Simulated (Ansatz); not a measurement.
## Nudged elastic band of SiN₂H₆SO

- system: SiN₂H₆SO
- method: RHF/6-31G* (Ansatz 0.2.0)

One setting was made poor on purpose. It belongs to a series of runs on one base structure; here: band between the two ends. Figures and captions count atoms from 1; the log counts them from 0 in places.

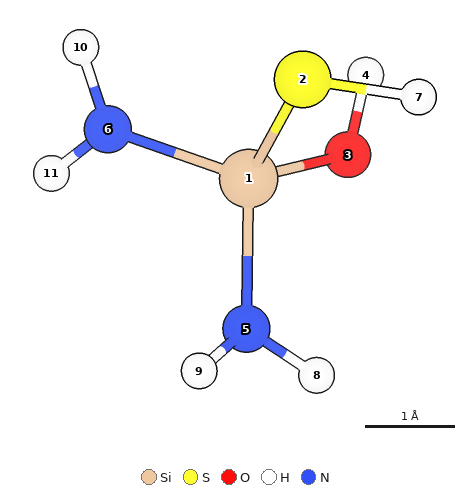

The structure as given in the input (ball-and-stick view, seen at a tilt; atoms are numbered from 1 in the order of the input).

Input
```yaml
crystal:
  periodic: [false, false, false]
  atoms:
    - { symbol: Si, position_ang: [-0.029753, 0.023006, -0.06971] }
    - { symbol: S, position_ang: [1.516854, 1.471055, -0.492001] }
    - { symbol: O, position_ang: [-0.800719, -0.296653, -1.485557] }
    - { symbol: H, position_ang: [-1.141483, 0.435555, -1.978931] }
    - { symbol: "N", position_ang: [0.429866, -1.528848, 0.448032] }
    - { symbol: "N", position_ang: [-0.883392, 0.785251, 1.186961] }
    - { symbol: H, position_ang: [1.888967, 0.995167, -1.674658] }
    - { symbol: H, position_ang: [0.532271, -2.264922, -0.216922] }
    - { symbol: H, position_ang: [1.001673, -1.660896, 1.25387] }
    - { symbol: H, position_ang: [-0.99967, 1.771574, 1.266615] }
    - { symbol: H, position_ang: [-1.514612, 0.269814, 1.762303] }
basis:
  gaussian: { orbitals: "6-31G*" }
hamiltonian:
  xc: hf
neb:
  order_check: false
  images: 5
  f_tol: 0.2
  max_iterations: 60
  final_atoms:
    - { symbol: Si, position_ang: [-0.33603479, -0.41978475, 0.52434488] }
    - { symbol: S, position_ang: [1.4949094, 2.53319989, -2.90997596] }
    - { symbol: O, position_ang: [0.13162897, 0.25120519, -0.73510958] }
    - { symbol: H, position_ang: [0.94532209, 1.64073418, -2.08953083] }
    - { symbol: "N", position_ang: [0.05055681, -1.98371423, 0.98205554] }
    - { symbol: "N", position_ang: [-1.32303133, 0.27970071, 1.68214134] }
    - { symbol: H, position_ang: [1.94444132, 1.63501955, -3.77851114] }
    - { symbol: H, position_ang: [0.63589873, -2.55514436, 0.4116905] }
    - { symbol: H, position_ang: [-0.25390136, -2.43831552, 1.81454536] }
    - { symbol: H, position_ang: [-1.65504268, 1.21422039, 1.57684159] }
    - { symbol: H, position_ang: [-1.63474516, -0.15701805, 2.52151029] }
  initial_path:
    images:
      - { positions_ang: [[-0.029753, 0.023006, -0.06971], [1.516854, 1.471055, -0.492001], [-0.800719, -0.296653, -1.485557], [-1.141483, 0.435555, -1.978931], [0.429866, -1.528848, 0.448032], [-0.883392, 0.785251, 1.186961], [1.888967, 0.995167, -1.674658], [0.532271, -2.264922, -0.216922], [1.001673, -1.660896, 1.25387], [-0.99967, 1.771574, 1.266615], [-1.514612, 0.269814, 1.762303]] }
      - { positions_ang: [[-0.16401734, -0.03014341, -0.06793074], [1.4098117, 1.48532855, -0.68384981], [-0.88758199, -0.21021753, -1.49045425], [-0.83360054, 0.56333824, -1.96105582], [0.42175903, -1.53126805, 0.43779013], [-0.97335977, 0.72462066, 1.22078333], [1.92556167, 0.8584672, -1.63849565], [0.60071589, -2.2417944, -0.23271439], [0.96271339, -1.64546712, 1.26782798], [-1.19649453, 1.68230995, 1.23659192], [-1.26550549, 0.3449289, 1.91150929]] }
      - { positions_ang: [[-0.29828168, -0.08329282, -0.06615148], [1.30276939, 1.4996021, -0.87569861], [-0.97444499, -0.12378206, -1.4953515], [-0.52571808, 0.69112149, -1.94318065], [0.41365205, -1.53368809, 0.42754826], [-1.06332754, 0.66399033, 1.25460566], [1.96215633, 0.72176741, -1.60233329], [0.66916079, -2.2186668, -0.24850677], [0.92375377, -1.63003824, 1.28178596], [-1.39331906, 1.5930459, 1.20656884], [-1.01639897, 0.4200438, 2.06071558]] }
      - { positions_ang: [[-0.43254603, -0.13644223, -0.06437222], [1.19572709, 1.51387564, -1.06754742], [-1.06130798, -0.03734659, -1.50024876], [-0.21783563, 0.81890473, -1.92530547], [0.40554508, -1.53610814, 0.4173064], [-1.15329531, 0.60335999, 1.28842799], [1.998751, 0.58506761, -1.56617094], [0.73760568, -2.1955392, -0.26429916], [0.88479416, -1.61460936, 1.29574395], [-1.59014359, 1.50378185, 1.17654576], [-0.76729246, 0.4951587, 2.20992187]] }
      - { positions_ang: [[-0.40037562, -0.23088974, 0.13186681], [1.29545453, 1.85365039, -1.68169027], [-0.66366233, 0.05883734, -1.24520237], [0.16988361, 1.09284788, -1.98004726], [0.28721565, -1.68531017, 0.60555611], [-1.20987399, 0.49547356, 1.41966578], [1.98064777, 0.93505159, -2.30361767], [0.70370337, -2.31540759, -0.03896927], [0.50522899, -1.88917808, 1.46867775], [-1.61177662, 1.40726136, 1.3099777], [-1.05644336, 0.27776645, 2.31378468]] }
      - { positions_ang: [[-0.3682052, -0.32533724, 0.32810585], [1.39518196, 2.19342514, -2.29583311], [-0.26601668, 0.15502126, -0.99015597], [0.55760285, 1.36679103, -2.03478904], [0.16888623, -1.8345122, 0.79380583], [-1.26645266, 0.38758713, 1.55090356], [1.96254454, 1.28503557, -3.04106441], [0.66980105, -2.43527597, 0.18636062], [0.12566381, -2.1637468, 1.64161156], [-1.63340965, 1.31074088, 1.44340964], [-1.34559426, 0.0603742, 2.41764749]] }
      - { positions_ang: [[-0.33603479, -0.41978475, 0.52434488], [1.4949094, 2.53319989, -2.90997596], [0.13162897, 0.25120519, -0.73510958], [0.94532209, 1.64073418, -2.08953083], [0.05055681, -1.98371423, 0.98205554], [-1.32303133, 0.27970071, 1.68214134], [1.94444132, 1.63501955, -3.77851114], [0.63589873, -2.55514436, 0.4116905], [-0.25390136, -2.43831552, 1.81454536], [-1.65504268, 1.21422039, 1.57684159], [-1.63474516, -0.15701805, 2.52151029]] }
```

Command:
```bash
ansatz run input.yaml --threads 2 --pin off --max-ram 3072MiB --backend cpu --events-out ev --progress --plain --runs-dir out
```

Output
```
Engine: ansatz 0.2.0, x86_64-unknown-linux-gnu
Functional definition: HF
  exchange = exact_x
  correlation = 0
1012 factors; integrals over basis functions are off by at most 4.8e-4 eV
mean field evaluation 1: about -23773.1123 eV, gradient 4.8e1 eV
mean field evaluation 2: about -23773.1888 eV, gradient 4.8e1 eV
mean field evaluation 4: about -23777.8869 eV, gradient 3.4e0 eV
mean field evaluation 8: about -23777.9305 eV, gradient 2.0e-4 eV
mean field -23777.93046129 eV, -873.8228271923 hartree, gradient 1.7e-5 eV, S^2 0.000000; 0 other end points of the search recorded, 0 dependent functions left out
the calculation of the forces begins
reference -23777.93046129 eV, -873.8228271923 hartree; 29, 29 occupied and 66, 66 virtual orbitals, 1012 factors
1007 factors; integrals over basis functions are off by at most 5.5e-4 eV
mean field evaluation 16: about -23775.9678 eV, gradient 1.9e0 eV
mean field -23775.98496592 eV, -873.7513315563 hartree, gradient 2.6e-5 eV, S^2 0.000000; 0 other end points of the search recorded, 0 dependent functions left out
[... from here on the field's lines of each further geometry are left out, up to the last ...]
NEB iter   1: max|band force component| = 1.264e1 eV/Å  barrier→ = 3.4126 eV  barrier← = 1.4671 eV  Δτ_max = 0.1993 Å  (245 SCF iters)
NEB iter   2: max|band force component| = 2.969e0 eV/Å  barrier→ = 2.5611 eV  barrier← = 0.6156 eV  Δτ_max = 0.1991 Å  (164 SCF iters)
NEB iter   3: max|band force component| = 1.750e0 eV/Å  barrier→ = 2.7337 eV  barrier← = 0.7882 eV  Δτ_max = 0.1992 Å  (169 SCF iters)
NEB iter   4: max|band force component| = 1.357e0 eV/Å  barrier→ = 2.8285 eV  barrier← = 0.8830 eV  Δτ_max = 0.2000 Å  (169 SCF iters)
NEB iter   5: max|band force component| = 5.749e0 eV/Å  barrier→ = 2.8551 eV  barrier← = 0.9096 eV  Δτ_max = 0.0998 Å  (158 SCF iters)
NEB iter   6: max|band force component| = 8.299e-1 eV/Å  barrier→ = 2.8493 eV  barrier← = 0.9039 eV  Δτ_max = 0.1985 Å  (173 SCF iters)
NEB iter   7: max|band force component| = 6.256e-1 eV/Å  barrier→ = 2.8320 eV  barrier← = 0.8865 eV  Δτ_max = 0.0716 Å  (174 SCF iters)
NEB iter   8: max|band force component| = 6.275e-1 eV/Å  barrier→ = 2.7838 eV  barrier← = 0.8383 eV  Δτ_max = 0.0359 Å  (160 SCF iters)
NEB iter   9: max|band force component| = 8.492e-1 eV/Å  barrier→ = 2.6975 eV  barrier← = 0.7520 eV  Δτ_max = 0.0178 Å  (166 SCF iters)
NEB iter  10: max|band force component| = 8.537e-1 eV/Å  barrier→ = 2.6698 eV  barrier← = 0.7243 eV  Δτ_max = 0.0357 Å  (151 SCF iters)
NEB iter  11: max|band force component| = 9.282e-1 eV/Å  barrier→ = 2.5781 eV  barrier← = 0.6326 eV  Δτ_max = 0.0717 Å  (149 SCF iters)
NEB iter  12: max|band force component| = 1.013e0 eV/Å  barrier→ = 2.4393 eV  barrier← = 0.4938 eV  Δτ_max = 0.0704 Å  (157 SCF iters)
NEB iter  13: max|band force component| = 8.875e-1 eV/Å  barrier→ = 2.3390 eV  barrier← = 0.3935 eV  Δτ_max = 0.1402 Å  (155 SCF iters)
NEB iter  14: max|band force component| = 3.845e-1 eV/Å  barrier→ = 2.1266 eV  barrier← = 0.1811 eV  CI = image 3  Δτ_max = 0.2000 Å  (155 SCF iters)
NEB iter  15: max|band force component| = 7.285e-1 eV/Å  barrier→ = 2.2348 eV  barrier← = 0.2893 eV  CI = image 3  Δτ_max = 0.1006 Å  (176 SCF iters)
NEB iter  16: max|band force component| = 8.797e-1 eV/Å  barrier→ = 2.3986 eV  barrier← = 0.4531 eV  CI = image 3  Δτ_max = 0.1008 Å  (157 SCF iters)
NEB iter  17: max|band force component| = 1.003e0 eV/Å  barrier→ = 2.5182 eV  barrier← = 0.5727 eV  CI = image 3  Δτ_max = 0.1004 Å  (162 SCF iters)
NEB iter  18: max|band force component| = 9.412e-1 eV/Å  barrier→ = 2.6176 eV  barrier← = 0.6721 eV  CI = image 3  Δτ_max = 0.2000 Å  (163 SCF iters)
NEB iter  19: max|band force component| = 5.385e-1 eV/Å  barrier→ = 2.7758 eV  barrier← = 0.8303 eV  CI = image 3  Δτ_max = 0.2000 Å  (167 SCF iters)
NEB iter  20: max|band force component| = 4.691e-1 eV/Å  barrier→ = 2.7798 eV  barrier← = 0.8343 eV  CI = image 3  Δτ_max = 0.0772 Å  (170 SCF iters)
NEB iter  21: max|band force component| = 4.199e-1 eV/Å  barrier→ = 2.7656 eV  barrier← = 0.8201 eV  CI = image 3  Δτ_max = 0.0517 Å  (165 SCF iters)
NEB iter  22: max|band force component| = 3.073e-1 eV/Å  barrier→ = 2.7542 eV  barrier← = 0.8087 eV  CI = image 3  Δτ_max = 0.2000 Å  (151 SCF iters)
NEB iter  23: max|band force component| = 6.558e-1 eV/Å  barrier→ = 2.7431 eV  barrier← = 0.7976 eV  CI = image 3  Δτ_max = 0.0991 Å  (171 SCF iters)
NEB iter  24: max|band force component| = 2.063e-1 eV/Å  barrier→ = 2.7414 eV  barrier← = 0.7959 eV  CI = image 3  Δτ_max = 0.0350 Å  (155 SCF iters)
the calculation of the forces begins
reference -23775.97433967 eV, -873.7509410488 hartree; 29, 29 occupied and 66, 66 virtual orbitals, 1007 factors
1012 factors; integrals over basis functions are off by at most 5.2e-4 eV
mean field evaluation 992: about -23775.1905 eV, gradient 1.2e-5 eV
mean field -23775.19054078 eV, -873.7221369707 hartree, gradient 2.6e-5 eV, S^2 0.000000; 1 other end points of the search recorded, 0 dependent functions left out
the calculation of the forces begins
reference -23775.19054078 eV, -873.7221369707 hartree; 29, 29 occupied and 66, 66 virtual orbitals, 1012 factors
NEB iter  25: max|band force component| = 1.178e-1 eV/Å  barrier→ = 2.7399 eV  barrier← = 0.7944 eV  CI = image 3  Δτ_max = 0.0000 Å  (324 SCF iters)
```

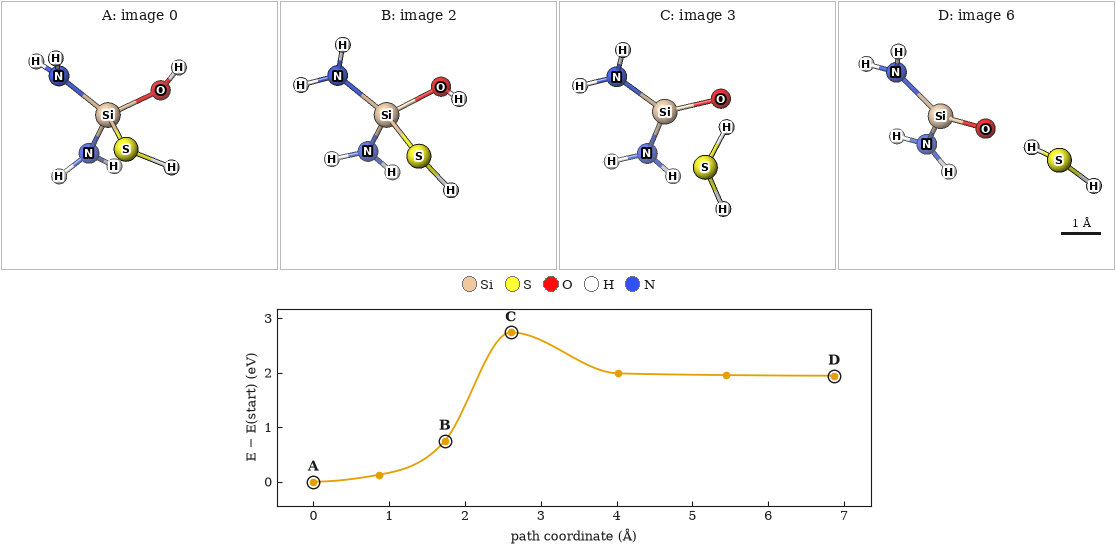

Images of the last band (counted from 0; ball-and-stick, seen at a tilt) above the energy along the path; the line is a cubic interpolation that uses the forces. The highest image is number 3, 2.740 eV above the start and 0.794 eV above the end (the climbing image); the end lies 1.945 eV above the start. The path is 6.87 Å long. The band converged in 25 iterations.

```
Total energy: -23775.19054078 eV, -873.7221369707 hartree
Atom 0 at    -0.518570    -0.250639     0.036179 Å, force     0.047924     0.047568     0.049924 eV/Å
Atom 1 at     1.260314     1.661641    -1.413523 Å, force     0.000413     0.009351     0.000770 eV/Å
Atom 2 at    -0.976664    -0.000158    -1.413268 Å, force    -0.090052    -0.035673    -0.117825 eV/Å
Atom 3 at    -0.057908     0.820677    -1.747445 Å, force     0.038180     0.005616     0.039562 eV/Å
Atom 4 at     0.365148    -1.586185     0.487974 Å, force    -0.018172    -0.023812    -0.065280 eV/Å
Atom 5 at    -1.128804     0.597330     1.332053 Å, force    -0.036906     0.049752     0.020695 eV/Å
Atom 6 at     2.138595     0.815456    -1.942353 Å, force    -0.001610    -0.006494    -0.001544 eV/Å
Atom 7 at     0.769039    -2.180025    -0.204806 Å, force     0.029739    -0.026621     0.049199 eV/Å
Atom 8 at     0.634782    -1.815593     1.419174 Å, force     0.021536    -0.000901     0.000643 eV/Å
Atom 9 at    -1.689688     1.408589     1.176892 Å, force     0.010037     0.001887     0.017925 eV/Å
Atom 10 at    -0.796240     0.529010     2.269124 Å, force    -0.001088    -0.020673     0.005931 eV/Å
Dipole moment:    -0.105745    -0.789433     1.144774 e Å
this run last wrote the band of iteration 25 to [file]
```

The last band as extended XYZ (Å, eV, eV/Å)
```
11
Properties=species:S:1:pos:R:3:forces:R:3 image=0 energy=-23777.93046
Si   -0.0298    0.0230   -0.0697    0.0008   0.0034   0.0015
S     1.5169    1.4711   -0.4920   -0.0011  -0.0008   0.0016
O    -0.8007   -0.2967   -1.4856   -0.0052   0.0046  -0.0036
H    -1.1415    0.4356   -1.9789   -0.0013  -0.0041  -0.0017
N     0.4299   -1.5288    0.4480    0.0008   0.0110   0.0044
N    -0.8834    0.7853    1.1870    0.0030  -0.0074  -0.0020
H     1.8890    0.9952   -1.6747    0.0011   0.0009   0.0017
H     0.5323   -2.2649   -0.2169    0.0008  -0.0057   0.0002
H     1.0017   -1.6609    1.2539   -0.0008  -0.0046  -0.0008
H    -0.9997    1.7716    1.2666   -0.0002   0.0003  -0.0002
H    -1.5146    0.2698    1.7623    0.0020   0.0024  -0.0010
11
Properties=species:S:1:pos:R:3:forces:R:3 image=1 energy=-23777.80225
Si   -0.0835    0.0497   -0.0741    0.0408   0.0522   0.0039
S     1.4663    1.4659   -0.6288    0.0311  -0.0184   0.1012
O    -0.9266   -0.1657   -1.4654    0.0085  -0.0510  -0.0178
H    -0.8313    0.5277   -2.1028   -0.1118  -0.0487  -0.0553
N     0.4081   -1.4986    0.4226   -0.0229   0.0090   0.0213
N    -0.8886    0.7773    1.2353    0.0273   0.0409   0.0029
H     1.9302    0.8344   -1.7043   -0.0316   0.0210   0.0294
H     0.6402   -2.2032   -0.2430   -0.0346  -0.0087  -0.0044
H     0.7917   -1.6832    1.3234    0.0854   0.0244  -0.0162
H    -1.4133    1.6215    1.1664    0.0946   0.0688  -0.0025
H    -1.0931    0.2744    2.0708   -0.0868  -0.0894  -0.0627
11
Properties=species:S:1:pos:R:3:forces:R:3 image=2 energy=-23777.17954
Si   -0.1795   -0.0087   -0.0463    0.7515   0.6029  -0.2476
S     1.3415    1.5102   -0.9454    0.1751  -0.3244   1.0596
O    -0.9905   -0.0037   -1.4562   -0.0565  -0.0701  -0.0926
H    -0.4893    0.6481   -1.9494   -0.9848  -0.4089  -0.4646
N     0.4124   -1.5234    0.4269    0.0865   0.1000  -0.1101
N    -1.0363    0.6502    1.2643    0.1698   0.1360  -0.1656
H     2.0399    0.7662   -1.8093   -0.2378  -0.1071   0.2708
H     0.7818   -2.1794   -0.2257    0.0533   0.0124  -0.0169
H     0.5721   -1.7937    1.3743   -0.0456   0.0770  -0.0834
H    -1.6669    1.4143    1.1449    0.0488   0.0049  -0.0372
H    -0.7851    0.5201    2.2218    0.0397  -0.0227  -0.1125
11
Properties=species:S:1:pos:R:3:forces:R:3 image=3 energy=-23775.19054
Si   -0.5186   -0.2506    0.0362    0.0479   0.0476   0.0499
S     1.2603    1.6616   -1.4135    0.0004   0.0094   0.0008
O    -0.9767   -0.0002   -1.4133   -0.0901  -0.0357  -0.1178
H    -0.0579    0.8207   -1.7474    0.0382   0.0056   0.0396
N     0.3651   -1.5862    0.4880   -0.0182  -0.0238  -0.0653
N    -1.1288    0.5973    1.3321   -0.0369   0.0498   0.0207
H     2.1386    0.8155   -1.9424   -0.0016  -0.0065  -0.0015
H     0.7690   -2.1800   -0.2048    0.0297  -0.0266   0.0492
H     0.6348   -1.8156    1.4192    0.0215  -0.0009   0.0006
H    -1.6897    1.4086    1.1769    0.0100   0.0019   0.0179
H    -0.7962    0.5290    2.2691   -0.0011  -0.0207   0.0059
11
Properties=species:S:1:pos:R:3:forces:R:3 image=4 energy=-23775.94346
Si   -0.6858   -0.4337    0.1672   -0.0006  -0.0010   0.0377
S     1.4840    2.0716   -1.9933    0.0171   0.0186  -0.0163
O    -1.0231   -0.1285   -1.2650   -0.0059  -0.0102  -0.0139
H     0.3909    1.3151   -2.0469    0.0054   0.0072  -0.0099
N     0.2503   -1.7254    0.6781   -0.0053  -0.0029  -0.0166
N    -1.1889    0.4651    1.4870   -0.0064   0.0088  -0.0026
H     2.2940    1.1311   -2.4618    0.0043   0.0070  -0.0151
H     0.6347   -2.3673    0.0188    0.0014  -0.0065   0.0159
H     0.5038   -1.9270    1.6199   -0.0067  -0.0011   0.0073
H    -1.7381    1.2882    1.3620    0.0004  -0.0044   0.0079
H    -0.9217    0.3110    2.4340   -0.0037  -0.0155   0.0057
11
Properties=species:S:1:pos:R:3:forces:R:3 image=5 energy=-23775.97434
Si   -0.5494   -0.4384    0.3340    0.0013  -0.0055   0.0176
S     1.5040    2.3573   -2.5621    0.0008   0.0029  -0.0059
O    -0.5359    0.0537   -1.0854    0.0045   0.0045  -0.0063
H     0.6149    1.4699   -2.1209    0.0013   0.0009  -0.0003
N     0.1403   -1.8702    0.8617    0.0008  -0.0052  -0.0012
N    -1.2524    0.3607    1.6263   -0.0015   0.0031   0.0021
H     2.2802    1.4579   -3.1531    0.0005   0.0034  -0.0062
H     0.6079   -2.4790    0.2252   -0.0013  -0.0003   0.0031
H     0.1435   -2.2037    1.8003   -0.0039   0.0012  -0.0005
H    -1.7069    1.2394    1.5006    0.0012  -0.0011  -0.0005
H    -1.2463    0.0525    2.5734   -0.0037  -0.0038  -0.0019
11
Properties=species:S:1:pos:R:3:forces:R:3 image=6 energy=-23775.98497
Si   -0.3360   -0.4198    0.5243   -0.0007  -0.0010  -0.0011
S     1.4949    2.5332   -2.9100    0.0071  -0.0121  -0.0147
O     0.1316    0.2512   -0.7351   -0.0018  -0.0034   0.0107
H     0.9453    1.6407   -2.0895    0.0056  -0.0033  -0.0067
N     0.0506   -1.9837    0.9821   -0.0021   0.0021   0.0021
N    -1.3230    0.2797    1.6821    0.0018  -0.0026  -0.0003
H     1.9444    1.6350   -3.7785   -0.0136   0.0149   0.0217
H     0.6359   -2.5551    0.4117   -0.0013   0.0000   0.0027
H    -0.2539   -2.4383    1.8145    0.0019   0.0042  -0.0069
H    -1.6550    1.2142    1.5768    0.0002  -0.0017   0.0006
H    -1.6347   -0.1570    2.5215    0.0029   0.0030  -0.0080
```

Results in brief

```json
{"quantity": "outcome", "value": "converged"}
{"quantity": "barrier, forward", "value": "2.740 eV"}
{"quantity": "barrier, backward", "value": "0.794 eV"}
{"quantity": "hardware", "value": "2 threads of AMD EPYC (Zen 3), 16 GiB of memory available, shared host"}
{"quantity": "wall time", "value": "3.2 min (CPU time 6 min)"}
{"quantity": "peak memory", "value": "0.2 GiB"}
```

Notes

A deliberately poor setting: loose force. The order of the saddle point was not checked.
